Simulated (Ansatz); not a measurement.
SiCl₃F: molecular dynamics

System: SiCl₃F.
Method: RKS PBE-D4/STO-3G (Ansatz 0.2.0).

One setting was made poor on purpose. It belongs to a series of runs on one base structure; here: dynamics from the start.

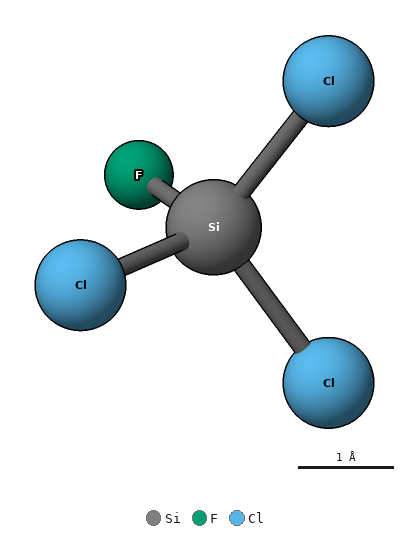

**Figure 1.** The input geometry (ball-and-stick view, seen at a tilt).

Results in brief:

```json
{"quantity": "outcome", "value": "finished"}
{"quantity": "mean temperature over the second half", "value": "404 K"}
{"quantity": "trajectory", "value": "40 steps, 480 fs"}
{"quantity": "ensemble", "value": "nvt_nose_hoover"}
{"quantity": "temperature in the input", "value": "400.0 K"}
{"quantity": "time step", "value": "12.0 fs"}
{"quantity": "potential energy (last step)", "value": "−47601.2685 eV"}
{"quantity": "mean-field energy (last step)", "value": "−47601.0608 eV"}
{"quantity": "largest force (length of the vector) (last step)", "value": "8.080 eV/Å"}
{"quantity": "hardware", "value": "1 thread of Arm Neoverse V2, 24 GiB of memory available, shared host"}
{"quantity": "wall time", "value": "65 s"}
{"quantity": "peak memory", "value": "0.089 GiB"}
```

Remarks:

A deliberately poor setting: time step. So short a trajectory is not equilibrated.

Input file:
```yaml
crystal:
  periodic: [false, false, false]
  atoms:
    - { symbol: Si, position_ang: [0.000481, 0.0, -0.013465] }
    - { symbol: F, position_ang: [0.000157, 0.0, 1.612663] }
    - { symbol: Cl, position_ang: [1.989597, 0.0, -0.712126] }
    - { symbol: Cl, position_ang: [-0.994017, 1.722479, -0.712486] }
    - { symbol: Cl, position_ang: [-0.994017, -1.722479, -0.712486] }
basis:
  gaussian: { orbitals: STO-3G }
hamiltonian:
  xc: pbe
  dispersion: d4
md:
  timestep: 12.0
  n_steps: 40
  ensemble: nvt_nose_hoover
  temperature: 400.0
  initial_velocities: maxwell_boltzmann
  seed: 423585
  nose_hoover: { tau: 20.0, chain_length: 1 }
```

Run as:
```bash
ansatz run input.yaml --threads 1 --pin off --max-ram 2048MiB --backend cpu --events-out ev --progress --plain --runs-dir out
```

What the program printed:
```
Engine: ansatz 0.2.0, aarch64-unknown-linux-gnu
Functional definition: PBE
  parameter kappa = 0.804
  parameter beta = 0.06672455060314922
  exchange = pbe_x(kappa = kappa, mu = beta*pi^2/3)
  correlation = pbe_c(beta = beta)
520 factors; integrals over basis functions are off by at most 8.6e-6 eV
mean field evaluation 1: about -47598.0492 eV, gradient 3.6e1 eV
mean field evaluation 2: about -47592.3657 eV, gradient 5.5e1 eV
mean field evaluation 4: about -47603.6797 eV, gradient 5.0e0 eV
mean field evaluation 8: about -47603.7644 eV, gradient 2.8e-2 eV
mean field -47603.76436018 eV, -1749.4060732462 hartree, gradient 3.5e-5 eV, S^2 0.000000; 0 other end points of the search recorded, 0 dependent functions left out
the calculation of the forces begins
reference -47603.76437755 eV, -1749.4060738847 hartree; 37, 37 occupied and 4, 4 virtual orbitals, 520 factors
md step     0: t =     0.00 fs  T =   400.0 K  F+E_penalty+E_count = -47603.97382851 eV  E_kin = 0.155112 eV  conserved = -47603.81871651 eV  (22 SCF iters)
these checks for a lower state are left out or cut short: starts, cluster_reference, orbital_swaps, neighbouring_geometries, increment
520 factors; integrals over basis functions are off by at most 9.7e-6 eV
mean field evaluation 16: about -47603.6249 eV, gradient 6.7e-2 eV
mean field -47603.61896048 eV, -1749.4007299060 hartree, gradient 8.9e-6 eV, S^2 0.000000; 0 other end points of the search recorded, 0 dependent functions left out
[... from here on the field's lines of each further geometry are left out, up to the last ...]
md step     1: t =    12.00 fs  T =   318.5 K  F+E_penalty+E_count = -47603.82988803 eV  E_kin = 0.123519 eV  conserved = -47603.70875192 eV  (24 SCF iters, 3 dispersion substeps)
md step     2: t =    24.00 fs  T =   226.5 K  F+E_penalty+E_count = -47603.38048480 eV  E_kin = 0.087814 eV  conserved = -47603.31163819 eV  (29 SCF iters, 3 dispersion substeps)
md step     3: t =    36.00 fs  T =   529.4 K  F+E_penalty+E_count = -47603.28436397 eV  E_kin = 0.205306 eV  conserved = -47603.15552306 eV  (24 SCF iters, 3 dispersion substeps)
md step     4: t =    48.00 fs  T =  1116.7 K  F+E_penalty+E_count = -47601.36881781 eV  E_kin = 0.433044 eV  conserved = -47601.01367213 eV  (34 SCF iters, 5 dispersion substeps)
md step     5: t =    60.00 fs  T =  1081.4 K  F+E_penalty+E_count = -47602.14025681 eV  E_kin = 0.419329 eV  conserved = -47601.07802804 eV  (26 SCF iters, 5 dispersion substeps)
md step     6: t =    72.00 fs  T =   164.8 K  F+E_penalty+E_count = -47603.46383053 eV  E_kin = 0.063925 eV  conserved = -47602.30664055 eV  (24 SCF iters, 5 dispersion substeps)
md step     7: t =    84.00 fs  T =    90.1 K  F+E_penalty+E_count = -47603.47677360 eV  E_kin = 0.034936 eV  conserved = -47602.24343742 eV  (27 SCF iters, 5 dispersion substeps)
md step     8: t =    96.00 fs  T =    66.3 K  F+E_penalty+E_count = -47603.83905061 eV  E_kin = 0.025710 eV  conserved = -47602.56643888 eV  (24 SCF iters, 5 dispersion substeps)
md step     9: t =   108.00 fs  T =    27.9 K  F+E_penalty+E_count = -47603.82297202 eV  E_kin = 0.010833 eV  conserved = -47602.54802700 eV  (24 SCF iters, 5 dispersion substeps)
md step    10: t =   120.00 fs  T =    86.3 K  F+E_penalty+E_count = -47603.80949276 eV  E_kin = 0.033467 eV  conserved = -47602.50570097 eV  (23 SCF iters, 5 dispersion substeps)
md step    11: t =   132.00 fs  T =   110.0 K  F+E_penalty+E_count = -47603.36221529 eV  E_kin = 0.042668 eV  conserved = -47602.05720908 eV  (28 SCF iters, 5 dispersion substeps)
md step    12: t =   144.00 fs  T =   241.1 K  F+E_penalty+E_count = -47603.76610493 eV  E_kin = 0.093498 eV  conserved = -47602.45695366 eV  (24 SCF iters, 5 dispersion substeps)
md step    13: t =   156.00 fs  T =   441.0 K  F+E_penalty+E_count = -47603.83977198 eV  E_kin = 0.171014 eV  conserved = -47602.57971602 eV  (24 SCF iters, 5 dispersion substeps)
md step    14: t =   168.00 fs  T =   995.3 K  F+E_penalty+E_count = -47603.90211588 eV  E_kin = 0.385942 eV  conserved = -47602.65064480 eV  (23 SCF iters, 5 dispersion substeps)
md step    15: t =   180.00 fs  T =   799.4 K  F+E_penalty+E_count = -47603.54784355 eV  E_kin = 0.309998 eV  conserved = -47602.34893109 eV  (24 SCF iters, 5 dispersion substeps)
md step    16: t =   192.00 fs  T =   219.1 K  F+E_penalty+E_count = -47602.43824468 eV  E_kin = 0.084975 eV  conserved = -47601.33198268 eV  (28 SCF iters, 5 dispersion substeps)
md step    17: t =   204.00 fs  T =   621.2 K  F+E_penalty+E_count = -47603.58446868 eV  E_kin = 0.240884 eV  conserved = -47602.20194710 eV  (22 SCF iters, 5 dispersion substeps)
md step    18: t =   216.00 fs  T =   334.1 K  F+E_penalty+E_count = -47603.49646922 eV  E_kin = 0.129567 eV  conserved = -47602.06108097 eV  (24 SCF iters, 5 dispersion substeps)
md step    19: t =   228.00 fs  T =   135.3 K  F+E_penalty+E_count = -47602.86979114 eV  E_kin = 0.052481 eV  conserved = -47601.44228162 eV  (29 SCF iters, 5 dispersion substeps)
md step    20: t =   240.00 fs  T =   526.6 K  F+E_penalty+E_count = -47603.76749686 eV  E_kin = 0.204218 eV  conserved = -47602.12524821 eV  (24 SCF iters, 5 dispersion substeps)
md step    21: t =   252.00 fs  T =   416.8 K  F+E_penalty+E_count = -47603.76900138 eV  E_kin = 0.161627 eV  conserved = -47602.05841976 eV  (20 SCF iters, 5 dispersion substeps)
md step    22: t =   264.00 fs  T =   213.3 K  F+E_penalty+E_count = -47603.19819204 eV  E_kin = 0.082708 eV  conserved = -47601.49460966 eV  (28 SCF iters, 5 dispersion substeps)
md step    23: t =   276.00 fs  T =   257.4 K  F+E_penalty+E_count = -47603.64855965 eV  E_kin = 0.099814 eV  conserved = -47601.90008131 eV  (24 SCF iters, 5 dispersion substeps)
md step    24: t =   288.00 fs  T =   267.9 K  F+E_penalty+E_count = -47603.24215640 eV  E_kin = 0.103891 eV  conserved = -47601.48458014 eV  (27 SCF iters, 5 dispersion substeps)
md step    25: t =   300.00 fs  T =   730.1 K  F+E_penalty+E_count = -47603.91406522 eV  E_kin = 0.283123 eV  conserved = -47601.98934047 eV  (24 SCF iters, 5 dispersion substeps)
md step    26: t =   312.00 fs  T =  1317.5 K  F+E_penalty+E_count = -47603.20733224 eV  E_kin = 0.510897 eV  conserved = -47600.64016955 eV  (25 SCF iters, 5 dispersion substeps)
md step    27: t =   324.00 fs  T =   496.0 K  F+E_penalty+E_count = -47600.71706574 eV  E_kin = 0.192322 eV  conserved = -47597.68192850 eV  (51 SCF iters, 5 dispersion substeps)
md step    28: t =   336.00 fs  T =   729.6 K  F+E_penalty+E_count = -47602.70731887 eV  E_kin = 0.282914 eV  conserved = -47597.99069529 eV  (29 SCF iters, 5 dispersion substeps)
md step    29: t =   348.00 fs  T =    39.4 K  F+E_penalty+E_count = -47603.65362441 eV  E_kin = 0.015278 eV  conserved = -47598.86151657 eV  (24 SCF iters, 5 dispersion substeps)
md step    30: t =   360.00 fs  T =    16.1 K  F+E_penalty+E_count = -47603.56104707 eV  E_kin = 0.006225 eV  conserved = -47598.73864479 eV  (28 SCF iters, 5 dispersion substeps)
md step    31: t =   372.00 fs  T =    11.2 K  F+E_penalty+E_count = -47603.81254050 eV  E_kin = 0.004342 eV  conserved = -47598.97533262 eV  (24 SCF iters, 5 dispersion substeps)
md step    32: t =   384.00 fs  T =     6.2 K  F+E_penalty+E_count = -47603.69245689 eV  E_kin = 0.002397 eV  conserved = -47598.85032979 eV  (28 SCF iters, 5 dispersion substeps)
md step    33: t =   396.00 fs  T =    15.8 K  F+E_penalty+E_count = -47603.77380643 eV  E_kin = 0.006131 eV  conserved = -47598.92141515 eV  (24 SCF iters, 5 dispersion substeps)
md step    34: t =   408.00 fs  T =    13.4 K  F+E_penalty+E_count = -47603.43961082 eV  E_kin = 0.005190 eV  conserved = -47598.58435716 eV  (22 SCF iters, 5 dispersion substeps)
md step    35: t =   420.00 fs  T =    40.5 K  F+E_penalty+E_count = -47603.79833984 eV  E_kin = 0.015724 eV  conserved = -47598.93318265 eV  (24 SCF iters, 5 dispersion substeps)
md step    36: t =   432.00 fs  T =    56.1 K  F+E_penalty+E_count = -47603.76936270 eV  E_kin = 0.021753 eV  conserved = -47598.90941387 eV  (28 SCF iters, 5 dispersion substeps)
md step    37: t =   444.00 fs  T =   202.3 K  F+E_penalty+E_count = -47603.86708760 eV  E_kin = 0.078458 eV  conserved = -47599.00505856 eV  (25 SCF iters, 5 dispersion substeps)
md step    38: t =   456.00 fs  T =   754.8 K  F+E_penalty+E_count = -47603.66510989 eV  E_kin = 0.292693 eV  conserved = -47598.83536317 eV  (29 SCF iters, 5 dispersion substeps)
md step    39: t =   468.00 fs  T =  1733.1 K  F+E_penalty+E_count = -47603.31719284 eV  E_kin = 0.672054 eV  conserved = -47598.43418663 eV  (24 SCF iters, 5 dispersion substeps)
the calculation of the forces begins
reference -47601.06084667 eV, -1749.3067209572 hartree; 37, 37 occupied and 4, 4 virtual orbitals, 520 factors
520 factors; integrals over basis functions are off by at most 6.1e-6 eV
mean field -47601.06082928 eV, -1749.3067203183 hartree, gradient 8.5e-6 eV, S^2 0.000000; 1 other end points of the search recorded, 0 dependent functions left out
the calculation of the forces begins
reference -47601.06084667 eV, -1749.3067209572 hartree; 37, 37 occupied and 4, 4 virtual orbitals, 520 factors
md step    40: t =   480.00 fs  T =   630.8 K  F+E_penalty+E_count = -47601.26852299 eV  E_kin = 0.244622 eV  conserved = -47596.27783766 eV  (26 SCF iters, 5 dispersion substeps)
```

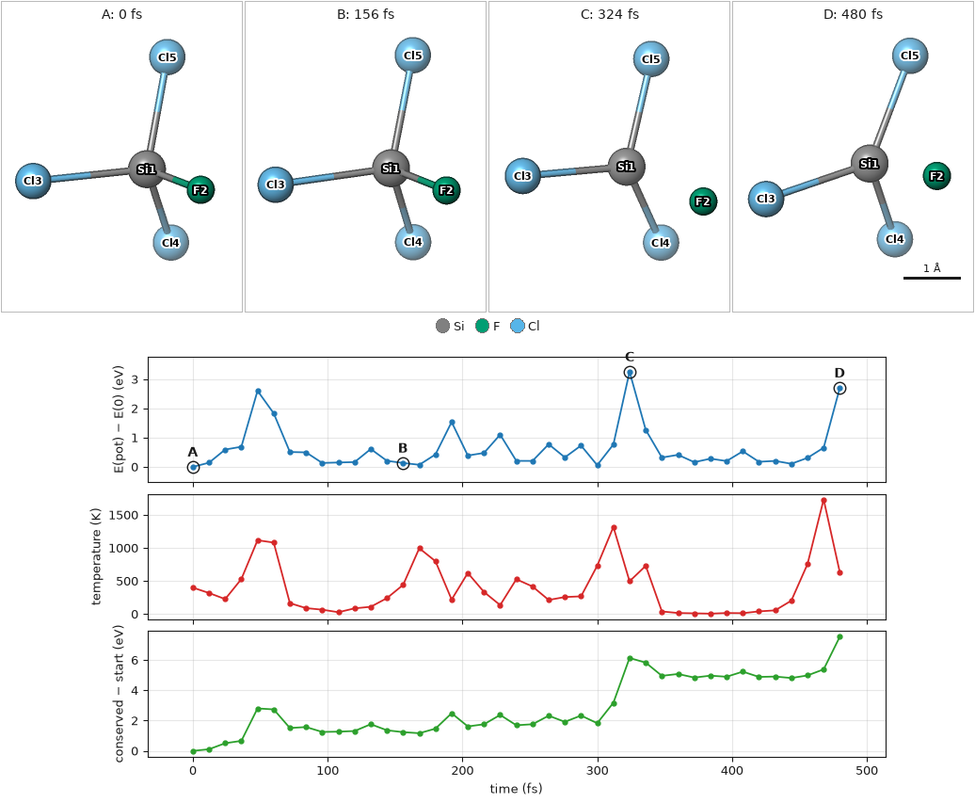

**Figure 2.** Frames of the molecular dynamics (ball-and-stick, seen at a tilt) above the curves, on which the letters mark them. The trajectory kept here has 41 frames over 480 fs. The temperature starts at 400 K, ranges from 6 to 1733 K and averages 404 K over the second half. The potential energy ends 2.705 eV above its first value. The conserved quantity stays within 7.5 eV. After an unweighted best fit of the last frame on the first, the root-mean-square displacement is 0.28 Å.

```
Total energy: -47601.26854038 eV, -1749.3143535603 hartree
Atom 0 at     0.014945    -0.053495    -0.262516 Å, force     0.562026    -2.263342     7.736361 eV/Å
Atom 1 at     0.062702    -0.293055     1.863248 Å, force    -0.112023     0.839943    -5.529733 eV/Å
Atom 2 at     2.021154     0.273452    -0.652887 Å, force     0.919832    -0.445240    -0.598260 eV/Å
Atom 3 at    -0.858663     1.651550    -0.821952 Å, force    -1.483109     2.142192    -0.878082 eV/Å
Atom 4 at    -1.205906    -1.725567    -0.599244 Å, force     0.113275    -0.273553    -0.730286 eV/Å
Dipole moment:     0.004558    -0.039002    -0.060146 e Å
```

Trajectory as extended XYZ (Å, eV, eV/Å), 18 of the 41 frames kept, from step=0 to step=40:
```
5
Properties=species:S:1:pos:R:3:forces:R:3 step=0 time_fs=0.0 energy=-47603.97383 temperature=400.0
Si    0.0005    0.0000   -0.0135   -0.0004   0.0000  -0.0031
F     0.0002    0.0000    1.6127    0.0004   0.0000  -0.0034
Cl    1.9896    0.0000   -0.7121   -0.0005   0.0000   0.0024
Cl   -0.9940    1.7225   -0.7125    0.0002   0.0002   0.0020
Cl   -0.9940   -1.7225   -0.7125    0.0002  -0.0002   0.0020
5
Properties=species:S:1:pos:R:3:forces:R:3 step=2 time_fs=24.0 energy=-47603.38049 temperature=226.5
Si    0.0000    0.0658   -0.1518   -0.1849  -0.8168   5.5199
F    -0.0133   -0.0417    1.6502    0.0506   0.5269  -3.9492
Cl    1.9863   -0.0812   -0.6882    0.8872   0.2693  -0.5328
Cl   -1.0510    1.7650   -0.6840   -0.2207   0.5824  -0.4485
Cl   -0.9262   -1.7135   -0.6754   -0.5323  -0.5618  -0.5894
5
Properties=species:S:1:pos:R:3:forces:R:3 step=5 time_fs=60.0 energy=-47602.14026 temperature=1081.4
Si   -0.0169    0.0422   -0.1767    0.4378   0.6663   5.9510
F    -0.0291    0.0315    1.8645    0.0468   0.0856  -5.6474
Cl    2.0605   -0.1362   -0.7257   -0.9150   0.4000   0.0157
Cl   -1.1182    1.8477   -0.6869    0.7482  -1.0970  -0.0244
Cl   -0.9114   -1.7618   -0.7301   -0.3178  -0.0549  -0.2948
5
Properties=species:S:1:pos:R:3:forces:R:3 step=7 time_fs=84.0 energy=-47603.47677 temperature=90.1
Si   -0.0004    0.0452   -0.0890   -0.1995  -0.0360   4.3930
F    -0.0275    0.0559    1.7181    0.1061  -0.0160  -4.1439
Cl    2.0035   -0.1119   -0.7181    0.0016   0.3262  -0.0705
Cl   -1.0719    1.7817   -0.6778    0.3181  -0.3268  -0.1026
Cl   -0.9145   -1.7356   -0.7379   -0.2263   0.0525  -0.0761
5
Properties=species:S:1:pos:R:3:forces:R:3 step=9 time_fs=108.0 energy=-47603.82297 temperature=27.9
Si   -0.0043    0.0279   -0.0633    0.0178   0.0537   3.0265
F    -0.0186    0.0593    1.6439    0.0498  -0.0991  -2.3126
Cl    1.9751   -0.0807   -0.7086    0.4668   0.2172  -0.2024
Cl   -1.0349    1.7380   -0.6745   -0.0938   0.2963  -0.2947
Cl   -0.9248   -1.7112   -0.7313   -0.4407  -0.4681  -0.2167
5
Properties=species:S:1:pos:R:3:forces:R:3 step=12 time_fs=144.0 energy=-47603.76611 temperature=241.1
Si   -0.0006   -0.0010    0.0535    0.0143  -0.1847  -4.6695
F     0.0017    0.0255    1.5991   -0.0087  -0.0286   3.4058
Cl    2.0122   -0.0010   -0.7215   -0.7576  -0.0112   0.4124
Cl   -1.0032    1.7338   -0.7192    0.3050  -0.5357   0.3358
Cl   -1.0074   -1.7457   -0.7423    0.4469   0.7602   0.5155
5
Properties=species:S:1:pos:R:3:forces:R:3 step=14 time_fs=168.0 energy=-47603.90212 temperature=995.3
Si    0.0091   -0.0592    0.0053    0.0180   0.3898  -0.0097
F     0.0316   -0.0816    1.6385   -0.0545   0.0060  -0.2873
Cl    1.9945    0.1353   -0.7003   -0.0259  -0.4059   0.0654
Cl   -0.9182    1.6724   -0.7710   -0.2077   0.0297   0.1923
Cl   -1.0985   -1.7171   -0.6945    0.2702  -0.0197   0.0393
5
Properties=species:S:1:pos:R:3:forces:R:3 step=16 time_fs=192.0 energy=-47602.43824 temperature=219.1
Si    0.0225   -0.0778   -0.1612    0.3432  -1.3454   7.2924
F     0.0635   -0.2388    1.7650   -0.1098   0.6034  -5.1393
Cl    1.9706    0.2636   -0.6619    1.7367  -0.4685  -0.6216
Cl   -0.8383    1.6018   -0.8170   -1.6200   2.3130  -0.8157
Cl   -1.1821   -1.6757   -0.6228   -0.3502  -1.1026  -0.7159
5
Properties=species:S:1:pos:R:3:forces:R:3 step=19 time_fs=228.0 energy=-47602.86979 temperature=135.3
Si    0.0179   -0.0281   -0.1261    0.4593  -2.0609   5.6210
F     0.0824   -0.2561    1.7553   -0.2133   0.8781  -4.9236
Cl    2.0516    0.2314   -0.6600   -0.1568  -0.4425  -0.1703
Cl   -0.9031    1.6544   -0.8287   -0.7848   1.1158  -0.3339
Cl   -1.2048   -1.7262   -0.6356    0.6956   0.5095  -0.1932
5
Properties=species:S:1:pos:R:3:forces:R:3 step=21 time_fs=252.0 energy=-47603.76900 temperature=416.8
Si    0.0227   -0.0647   -0.0132   -0.2122   1.1654  -2.7837
F     0.0680   -0.1498    1.5421   -0.0270   0.0561   2.9321
Cl    2.0185    0.1457   -0.6532    0.1075  -0.3407  -0.1846
Cl   -0.9521    1.6747   -0.7939    0.1358  -0.3606   0.3766
Cl   -1.1189   -1.6889   -0.6524   -0.0041  -0.5201  -0.3403
5
Properties=species:S:1:pos:R:3:forces:R:3 step=24 time_fs=288.0 energy=-47603.24216 temperature=267.9
Si    0.0047   -0.0131   -0.0985    0.1809   0.3551   5.1743
F     0.0243   -0.0013    1.7698   -0.0921  -0.0451  -4.8169
Cl    2.0274    0.0166   -0.6944   -0.1478  -0.0508  -0.1296
Cl   -1.0154    1.7169   -0.7379    0.0783  -0.0592  -0.0640
Cl   -1.0267   -1.7224   -0.7216   -0.0193  -0.2000  -0.1639
5
Properties=species:S:1:pos:R:3:forces:R:3 step=26 time_fs=312.0 energy=-47603.20733 temperature=1317.5
Si    0.0022    0.0255    0.0825    0.0723  -0.6586 -10.4349
F    -0.0249    0.0881    1.5382   -0.0859   0.1986   9.2043
Cl    1.9903   -0.0710   -0.7224   -0.5267   0.2161   0.4423
Cl   -1.0364    1.7293   -0.6933    0.3276  -0.3829   0.2121
Cl   -0.9403   -1.7258   -0.7576    0.2127   0.6268   0.5763
5
Properties=species:S:1:pos:R:3:forces:R:3 step=28 time_fs=336.0 energy=-47602.70732 temperature=729.6
Si   -0.0073    0.0371   -0.1103    0.1921  -0.5455   5.7422
F    -0.0380    0.1093    1.8540    0.1264  -0.2926  -5.4213
Cl    2.0063   -0.0842   -0.7328   -0.1503   0.2390  -0.0202
Cl   -1.0427    1.7440   -0.6914   -0.1230   0.3351  -0.3550
Cl   -0.9354   -1.7477   -0.7655   -0.0452   0.2641   0.0542
5
Properties=species:S:1:pos:R:3:forces:R:3 step=31 time_fs=372.0 energy=-47603.81254 temperature=11.2
Si   -0.0043    0.0227    0.0395    0.0916  -0.2895  -3.9817
F    -0.0261    0.0798    1.5880    0.0064  -0.0262   3.2412
Cl    1.9878   -0.0671   -0.7207   -0.3608   0.1996   0.2936
Cl   -1.0309    1.7343   -0.6961    0.2139  -0.2480   0.0944
Cl   -0.9375   -1.7279   -0.7491    0.0489   0.3640   0.3526
5
Properties=species:S:1:pos:R:3:forces:R:3 step=33 time_fs=396.0 energy=-47603.77381 temperature=15.8
Si   -0.0037    0.0190    0.0347    0.0613  -0.2334  -4.6257
F    -0.0195    0.0611    1.5684   -0.0109   0.0054   4.0772
Cl    1.9850   -0.0535   -0.7131   -0.2354   0.1594   0.2082
Cl   -1.0235    1.7299   -0.7000    0.1658  -0.1854   0.0769
Cl   -0.9462   -1.7242   -0.7384    0.0192   0.2540   0.2634
5
Properties=species:S:1:pos:R:3:forces:R:3 step=35 time_fs=420.0 energy=-47603.79834 temperature=40.5
Si   -0.0037    0.0151    0.0342    0.0596  -0.2042  -4.4069
F    -0.0122    0.0364    1.5756   -0.0156   0.0065   3.6705
Cl    1.9980   -0.0330   -0.7111   -0.4381   0.1076   0.2548
Cl   -1.0189    1.7350   -0.7126    0.2346  -0.3347   0.1817
Cl   -0.9676   -1.7335   -0.7313    0.1594   0.4249   0.2999
5
Properties=species:S:1:pos:R:3:forces:R:3 step=38 time_fs=456.0 energy=-47603.66511 temperature=754.8
Si    0.0039   -0.0209   -0.0946    0.0111  -0.0732   4.3078
F     0.0140   -0.0811    1.6569   -0.0463   0.2377  -3.2034
Cl    1.9892    0.0783   -0.6798    0.6791  -0.1557  -0.3882
Cl   -0.9544    1.6959   -0.7465   -0.4120   0.5913  -0.2638
Cl   -1.0435   -1.7142   -0.6702   -0.2318  -0.6001  -0.4524
5
Properties=species:S:1:pos:R:3:forces:R:3 step=40 time_fs=480.0 energy=-47601.26852 temperature=630.8
Si    0.0149   -0.0535   -0.2625    0.5620  -2.2633   7.7364
F     0.0627   -0.2931    1.8632   -0.1120   0.8399  -5.5297
Cl    2.0212    0.2735   -0.6529    0.9198  -0.4452  -0.5983
Cl   -0.8587    1.6516   -0.8220   -1.4831   2.1422  -0.8781
Cl   -1.2059   -1.7256   -0.5992    0.1133  -0.2736  -0.7303
```
